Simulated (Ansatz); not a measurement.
# Al2HN: the cost of one run

The runs use Ansatz 0.2.0, Gaussian basis; cc-pVDZ, all electrons in the functionals, frozen cores in the correlation of double hybrids and RPA.

To be run: wB97M-V, B2PLYP, RPA-PBE, at charge 0, triplet; charge 0, singlet; charge 0, quintet; charge 1, doublet; charge 1, quartet; displaced geometry v1; displaced geometry v2.

31 further runs of the same task are left out: 13 that didn't finish, 18 set aside as unsound or not needed.

### 1 What is computed

The geometry is a PBE0/def2-TZVP stationary point (not a proven minimum).

4 atoms, charge 0, spin multiplicity 3.

Atoms are counted from 1 here; the program's logs count them from 0.

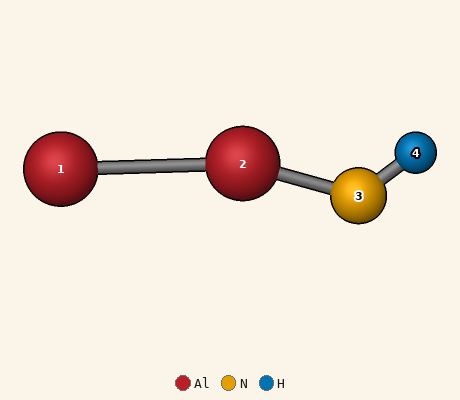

The structure; aluminium red, nitrogen amber, hydrogen blue; atoms are numbered from 1 in the order of the file.

Geometry (Å):

```
Al    0.0000   -0.1195    2.9469
Al    0.0000    0.0778    0.3823
N     0.0000   -0.3025   -1.2742
H     0.0000    0.3442   -2.0551
```

No dispersion term is added; wB97M-V holds VV10 nonlocal correlation.

The geometry shown and the zero of energy belong to the point charge 0, triplet. The yardstick, UCCSD(T), and other wave-function levels (R restricted, U unrestricted, valence and pair active spaces) come from earlier runs.

### 2 wB97M-V, charge 0, triplet

File in.yaml:

```yaml
crystal:
  periodic: [false, false, false]
  atoms:
    - {symbol: Al, position_ang: [-0.000005, -0.119480, 2.946938]}
    - {symbol: Al, position_ang: [-0.000014, 0.077838, 0.382282]}
    - {symbol: N, position_ang: [-0.000007, -0.302525, -1.274166]}
    - {symbol: H, position_ang: [0.000027, 0.344168, -2.055055]}
basis:
  gaussian: {orbitals: cc-pVDZ}
magnetization: {spin_polarized: true, initial_magnetization: 2}
hamiltonian: {xc: {name: wB97M-V}}
output: {forces: true, orbitals: {seedname: orbitals}}
```

The run is started by

```
$ ansatz run in.yaml --threads 1 --pin off --events-out ev --progress --plain --max-ram 2393MiB
```

What time and memory should one allow on 1 thread of Arm Neoverse V2, shared host?

About 31 s, with a peak of 0.25 GiB.
